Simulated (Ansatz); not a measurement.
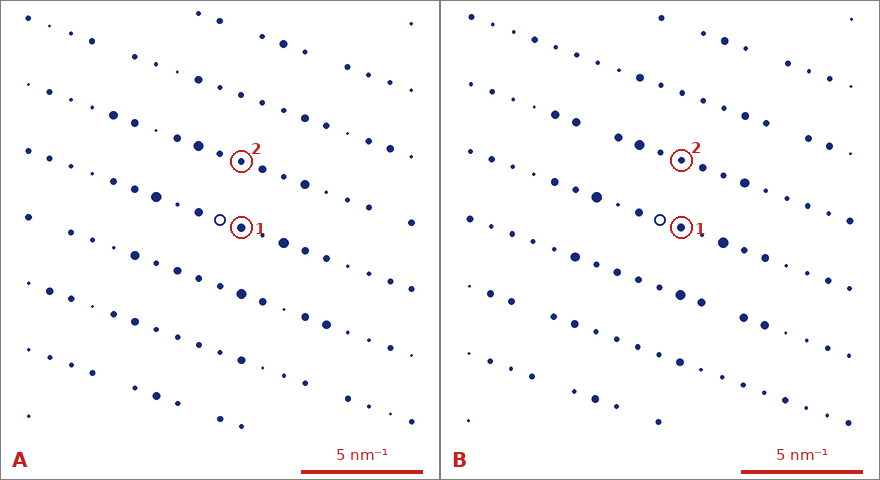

Kinematic electron diffraction patterns (300 kV, B = 0.5 Å², same scale) along [010] of the run's own cell, for the start and the end of one relaxation of Rb2Zn2P with DFT PBE, scalar-relativistic, plane waves, PAW in Ansatz 0.2.0. k mesh 12×12×4. The start is a generated model structure, and the relaxation ends in the nearest stationary point of its symmetry, not necessarily the ground state. Spot 1 is 0 0 -1 and spot 2 is -1 0 0 in both.

Start structure:

```
Rb Zn P
1.0
     4.36967    0.00000    0.00000
    -2.18483    3.78424    0.00000
     0.00000    0.00000   10.73376
Rb Zn P
2 2 1
Direct
  0.33333 0.66667 0.70243
  0.66667 0.33333 0.29757
  0.33333 0.66667 0.06706
  0.66667 0.33333 0.93294
  0.00000 0.00000 0.00000
```

### Which pattern belongs to the start structure, and which to the relaxed one?

B is the start: its cell gives d(1) = 10.734 Å, d(2) = 3.784 Å and an angle of 90.0°. A is the relaxed structure, with d(1) = 10.614 Å (-1.1 %), d(2) = 3.853 Å (+1.8 %) and 90.0°.

### Name reflections whose intensity changes strongly on relaxation.

1 0 7 fades out of sight; 0 0 4 goes from 13 to 26 % of the strongest spot.

### Summarise the relaxation behind the change.

The volume changed by +2.5 % to 36.39 Å³ an atom; with the mean shift removed, the atoms moved by up to 0.08 Å relative to the cell (Zn most); the space group stayed P-3m1 (No. 164); the free energy fell by 2.7 meV an atom. Relaxed cell: a = 4.449 Å, b = 4.449 Å, c = 10.614 Å, α = 90.00°, β = 90.00°, γ = 120.00°.
